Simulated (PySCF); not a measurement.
# C2H7AlOSi: geometry, spin-spin couplings

Aim: predict the spin-spin couplings of C2H7AlOSi (`[CH2]1C[SiH2][O][AlH]1`).

Computed with PySCF 2.14.0, with density-fitted response routines of our own, on a single molecule in the gas phase. Atoms are numbered from 0 throughout.

### Step 1. The starting structure

12 atoms, charge 0, multiplicity 1; geometry from: GFN2-xTB. The atoms were then displaced at random by about 0.01 Å, so the start is not that level's minimum.

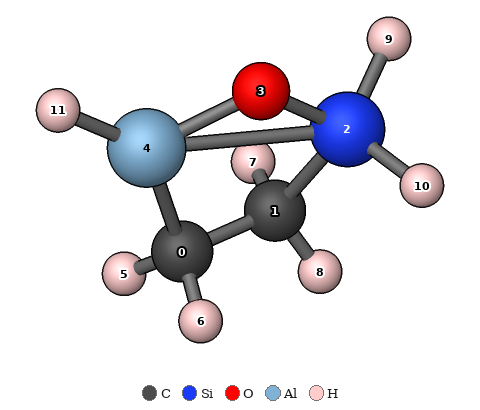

As it starts; carbon dark grey, silicon blue, oxygen red, aluminium light blue, hydrogen pink, atoms numbered; sticks join atoms by distance.

### Step 2. Optimising the geometry at PBE0-D3(BJ)/def2-SVP

The job: settings as JSON, then the geometry in Å.

```
{"job": {"xc": "PBE0", "basis": "def2-SVP", "d3": "d3bj", "grid": 1, "shake": 0.01, "kind": "geom"}, "charge": 0, "multiplicity": 1}
C     -1.304890     0.081600     0.028780
C     -0.312120    -1.047480    -0.174610
Si     1.439960    -0.444700     0.278780
O      1.358580     1.177440     0.039450
Al    -0.229240     1.768890    -0.274780
H     -2.233510    -0.069030    -0.567440
H     -1.647710     0.092520     1.075140
H     -0.281410    -1.318730    -1.233090
H     -0.615950    -1.927180     0.398600
H      2.482690    -0.922900    -0.625150
H      1.787180    -0.650930     1.704730
H     -0.403870     3.232210    -0.659430
```

Launch:

```console
> OMP_NUM_THREADS=1 python probes_run.py task.json out
```

The driver reads the jobs from task.json and runs them one after another.

The log of the run:

```text
step   0  E = -686.95754320  max force = 0.023053
step   1  E = -686.96299731  max force = 0.003659
step   2  E = -686.96329470  max force = 0.000825
step   3  E = -686.96333806  max force = 0.000526
step   4  E = -686.96336153  max force = 0.000501
step   5  E = -686.96337873  max force = 0.000358
step   6  E = -686.96338741  max force = 0.000322
optimisation converged
```

Wall time 37 s (1 thread of Arm Neoverse V1, shared host); peak memory 0.47 GiB.

Step by step:

| step | energy from step 0 (eV) | largest force component (eV/Å) |
| --- | --- | --- |
| 0 | 0.0000 | 1.1854 |
| 1 | -0.1484 | 0.1882 |
| 2 | -0.1565 | 0.0424 |
| 3 | -0.1577 | 0.0270 |
| 4 | -0.1583 | 0.0258 |
| 5 | -0.1588 | 0.0184 |
| 6 | -0.1590 | 0.0166 |

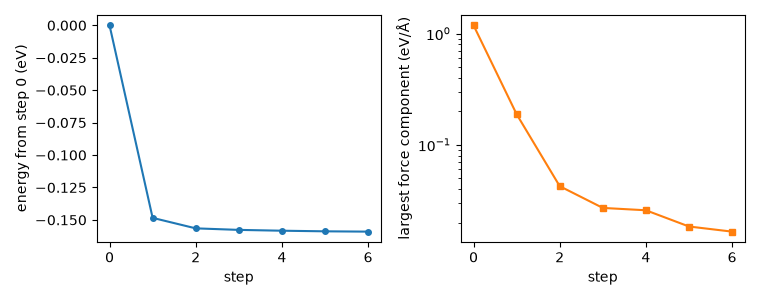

Energy and largest force along the relaxation.

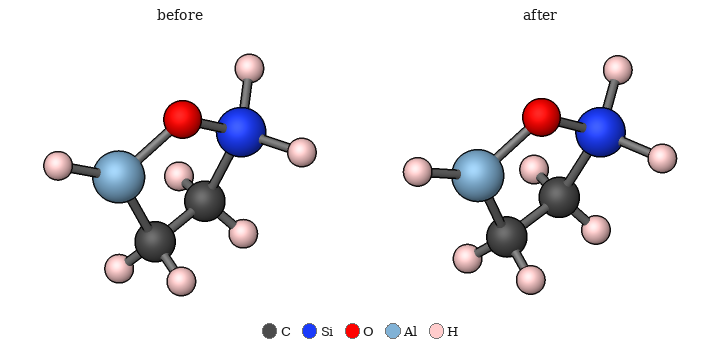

Before and after, at one scale.

Distances of close pairs at the start and the end, largest changes first:

```csv
bond,before (Å),after (Å),change (Å)
Al4–H11,1.523,1.581,+0.058
C0–Al4,2.024,1.971,-0.053
Si2–H9,1.460,1.494,+0.034
Si2–O3,1.642,1.674,+0.033
C0–C1,1.517,1.550,+0.032
Si2–Al4,2.827,2.843,+0.016
Si2–H10,1.482,1.497,+0.015
C0–H5,1.114,1.102,-0.012
```

The end geometry stands in the next job.

| at the end point | value |
| --- | --- |
| point group (found at 0.08 Å tolerance) | C1 |
| rotational constants (GHz, main isotopes) | 4.647, 3.258, 2.035 |
| dipole moment (D) | 1.87 |

### Step 3. Indirect couplings: B3LYP/6-31G*

The job: settings as JSON, then the geometry in Å.

```
{"job": {"kind": "j", "xc": "B3LYP", "basis": "6-31G*"}, "charge": 0, "multiplicity": 1}
C     -1.294767     0.143195    -0.065593
C     -0.296166    -1.030095    -0.231085
Si     1.436666    -0.481243     0.338349
O      1.394280     1.173651     0.087456
Al    -0.201531     1.777572    -0.204513
H     -2.158518     0.059738    -0.744962
H     -1.725328     0.137043     0.954680
H     -0.205473    -1.290991    -1.300780
H     -0.634196    -1.951202     0.273943
H      2.523973    -1.115964    -0.466192
H      1.673794    -0.777505     1.786819
H     -0.473992     3.317476    -0.435237
```

Level: B3LYP/6-31G* indirect spin-spin coupling, non-relativistic, gas phase.

The log of the run:

```text
coarse grid: 10848 points
cycle   1  E = -687.5276374299  dE =  3.752e-01  |g| = 9.412e-01  |ddm| = 3.049e+00
cycle   2  E = -686.8300043639  dE =  6.976e-01  |g| = 1.985e+00  |ddm| = 2.269e+00
cycle   3  E = -687.7017017950  dE = -8.717e-01  |g| = 2.355e-01  |ddm| = 1.717e+00
cycle   4  E = -687.7123940793  dE = -1.069e-02  |g| = 1.199e-01  |ddm| = 3.263e-01
cycle   5  E = -687.7161905535  dE = -3.796e-03  |g| = 1.443e-02  |ddm| = 1.242e-01
cycle   6  E = -687.7162566208  dE = -6.607e-05  |g| = 2.736e-03  |ddm| = 2.157e-02
cycle   7  E = -687.7162587228  dE = -2.102e-06  |g| = 5.095e-04  |ddm| = 3.823e-03
final grid: 95048 points
cycle   8  E = -687.6553523635  dE = -6.371e-06  |g| = 4.303e-03  |ddm| = 1.162e-02
cycle   9  E = -687.6553461842  dE =  6.179e-06  |g| = 6.450e-03  |ddm| = 1.056e-02
cycle  10  E = -687.6553574041  dE = -1.122e-05  |g| = 5.887e-04  |ddm| = 6.352e-03
cycle  11  E = -687.6553574694  dE = -6.526e-08  |g| = 1.485e-04  |ddm| = 5.163e-04
cycle  12  E = -687.6553574738  dE = -4.422e-09  |g| = 2.332e-05  |ddm| = 1.374e-04
cycle  13  E = -687.6553574739  dE = -1.153e-10  |g| = 1.096e-05  |ddm| = 3.413e-05
converged SCF energy = -687.6553574739

Indirect spin-spin couplings (Hz)
  i      j    bonds     total        FC       PSO       DSO        SD
  0 C    1 C    1     40.951    40.735    -0.001     0.217         -
  0 C    2 Si   2      0.070    -0.139     0.163    -0.011     0.057
  0 C    3 O    2     -0.648    -1.152     0.502     0.002         -
  0 C    4 Al   1    106.979   109.399    -2.541     0.120         -
  0 C    5 H    1    146.032   143.982     1.222     0.828         -
  0 C    6 H    1    134.972   132.592     1.500     0.880         -
  0 C    7 H    2     -2.345    -2.559     0.266    -0.052         -
  0 C    8 H    2     -3.941    -4.082     0.270    -0.129         -
  0 C    9 H    3      2.533     2.778     0.119    -0.364         -
  0 C   10 H    3     -0.553    -0.488     0.080    -0.145         -
  0 C   11 H    2     28.951    29.354    -0.068    -0.336         -
  1 C    2 Si   1    -59.131   -58.963     1.208    -0.105    -1.271
  1 C    3 O    2     -0.251    -0.463     0.209     0.003         -
  1 C    4 Al   2     -0.625    -0.513    -0.132     0.019         -
  1 C    5 H    2     -3.109    -3.244     0.248    -0.114         -
  1 C    6 H    2     -2.868    -3.078     0.255    -0.046         -
  1 C    7 H    1    137.536   135.316     1.277     0.943         -
  1 C    8 H    1    142.861   140.826     1.137     0.898         -
  1 C    9 H    2      8.716     8.974    -0.073    -0.186         -
  1 C   10 H    2      8.598     8.843    -0.068    -0.177         -
  1 C   11 H    3      1.279     1.536     0.098    -0.355         -
  2 Si   3 O    1    -16.812   -11.376    -5.981     0.058     0.486
  2 Si   4 Al   2     -8.118    -8.421     0.287     0.025    -0.009
  2 Si   5 H    3    -11.787   -11.899    -0.155     0.267    -0.001
  2 Si   6 H    3      0.020    -0.115     0.028     0.062     0.045
  2 Si   7 H    2      7.677     7.514     0.273     0.014    -0.124
  2 Si   8 H    2      1.317     1.383     0.070     0.071    -0.207
  2 Si   9 H    1   -192.543  -192.911     1.110    -0.341    -0.400
  2 Si  10 H    1   -184.724  -185.087     1.093    -0.350    -0.379
  2 Si  11 H    3     -6.732    -6.988    -0.042     0.318    -0.020
  3 O    5 H    3     -0.929    -1.118    -0.015     0.205         -
  3 O    6 H    3     -0.237    -0.341     0.003     0.101         -
  3 O    7 H    3      0.126     0.097    -0.055     0.084         -
  3 O    8 H    3     -0.343    -0.590     0.010     0.238         -
  3 O    9 H    2     -8.412    -8.562     0.017     0.133         -
  3 O   10 H    2     -7.027    -7.143    -0.010     0.126         -
  3 O   11 H    2    -12.044   -12.367     0.173     0.149         -
  4 Al   5 H    2     -1.805    -1.579    -0.078    -0.148         -
  4 Al   6 H    2     -8.085    -8.040    -0.012    -0.033         -
  4 Al   7 H    3      0.146     0.257    -0.025    -0.086         -
  4 Al   8 H    3     15.840    16.000     0.198    -0.358         -
  4 Al   9 H    3      5.914     6.260     0.054    -0.401         -
  4 Al  10 H    3      1.832     2.147    -0.034    -0.281         -
  4 Al  11 H    1    273.653   274.350    -1.020     0.323         -
  5 H    6 H    2    -18.189   -17.836     1.380    -1.733         -
  5 H    7 H    3      8.862     8.743    -0.095     0.215         -
  5 H    8 H    3      0.523     0.899     0.550    -0.926         -
  5 H   10 H    4     -0.730    -0.021     0.707    -1.417         -
  5 H   11 H    3     -2.779    -2.116     0.152    -0.815         -
  6 H    7 H    3     12.884    13.709     1.514    -2.339         -
  6 H    8 H    3      9.392     9.284    -0.087     0.196         -
  6 H    9 H    4     -1.158    -0.122     0.603    -1.640         -
  6 H   11 H    3     -2.709    -1.843     0.193    -1.059         -
  7 H    8 H    2    -17.110   -16.734     1.287    -1.662         -
  7 H    9 H    3      3.109     3.043    -0.271     0.337         -
  7 H   10 H    3      4.880     6.275     0.683    -2.078         -
  7 H   11 H    4     -0.892    -0.079     0.310    -1.122         -
  8 H    9 H    3     -0.537     0.161     0.307    -1.005         -
  8 H   10 H    3      1.054     1.136    -0.107     0.026         -
  8 H   11 H    4      1.701     2.573     0.576    -1.448         -
  9 H   10 H    2     19.408    20.952     0.107    -1.651         -
 10 H   11 H    4     -0.231     0.625     0.325    -1.180         -
```

It took 11 s on 1 thread of Arm Neoverse V1, shared host; peak memory 0.53 GiB.

The basis is not made for couplings: without tight functions at the nuclei these values are rough.

A choice of the couplings up to four bonds, sorted by the number of bonds, with means over like pairs; isotopes 27Al, 13C, 1H, 17O, 29Si:

| pair | bonds | J (Hz) | Fermi contact (Hz) | dihedral (°) |
| --- | --- | --- | --- | --- |
| Al4–H11 | 1 | 273.7 | 274.4 | – |
| Si2–H9 | 1 | -188.6 | -189.0 | – |
| C0–H5 | 1 | 140.5 | 138.3 | – |
| C1–H7 | 1 | 140.2 | 138.1 | – |
| C0–Al4 | 1 | 107.0 | 109.4 | – |
| C1–Si2 | 1 | -59.1 | -59.0 | – |
| C0–C1 | 1 | 41.0 | 40.7 | – |
| Si2–O3 | 1 | -16.8 | -11.4 | – |
| C0–H11 | 2 | 29.0 | 29.4 | – |
| H9–H10 | 2 | 19.4 | 21.0 | – |
| H5–H6 | 2 | -18.2 | -17.8 | – |
| H7–H8 | 2 | -17.1 | -16.7 | – |
| O3–H11 | 2 | -12.0 | -12.4 | – |
| C1–H9 | 2 | 8.7 | 8.9 | – |
| Si2–Al4 | 2 | -8.1 | -8.4 | – |
| O3–H9 | 2 | -7.7 | -7.9 | – |
| Al4–H5 | 2 | -4.9 | -4.8 | – |
| H5–H7 | 3 | 9.1 | 9.0 | 39 |
| Al4–H7 | 3 | 8.0 | 8.1 | – |
| Si2–H11 | 3 | -6.7 | -7.0 | 179 |
| H5–H8 | 3 | 6.7 | 7.3 | – |
| Si2–H5 | 3 | -5.9 | -6.0 | – |
| Al4–H9 | 3 | 3.9 | 4.2 | – |
| H5–H11 | 3 | -2.7 | -2.0 | – |
| H7–H10 | 3 | 2.2 | 3.2 | – |
| H7–H9 | 3 | 2.1 | 2.1 | -27 |

Where two rows join the same classes of atoms, they are different kinds of pair (such as cis and trans), each a mean over its own pairs alone.

Means hide unlike values in this fixed geometry: Al4–H5 from -8.1 to -1.8 Hz; Al4–H7 from 0.1 to 15.8 Hz; H5–H8 from 0.5 to 12.9 Hz. They hold only if the pairs exchange fast.

The spin-dipole term was solved for some atoms only; pairs without it lack that part.

The response was solved for the nuclei of C, H, Si alone, so couplings that need other nuclei can be missing.

Quadrupole couplings from the field gradients of the same density:

```csv
atom,isotope,eQq/h (MHz),η
Al4,27Al,33.1,0.43
O3,17O,-3.537,0.33
```

### Step 4. What came out

| quantity | value |
| --- | --- |
| point group | C1 |
| rotational constants (main isotopes) | 4.65, 3.26, 2.04 GHz |
| largest coupling of the table (B3LYP/6-31G*) | 1J(Al,H) Al4–H11, 273.7 Hz |

In words: The start of the PBE0/def2-SVP relaxation was shaken at random by about 0.01 Å, so part of the energy gained, and of the first lengths quoted, undoes that. Over 6 steps the energy fell by 0.159 eV; of the close pairs, Al4–H11 changed most, 1.523 to 1.581 Å. In the run at B3LYP/6-31G*, the largest coupling of the table is Al4–H11, 273.7 Hz, of which the Fermi-contact term gives 274.4 Hz. Couplings across rotatable bonds belong to this one conformer; where others are populated, the observed values are averages. Couplings from bases without tight functions are rough.
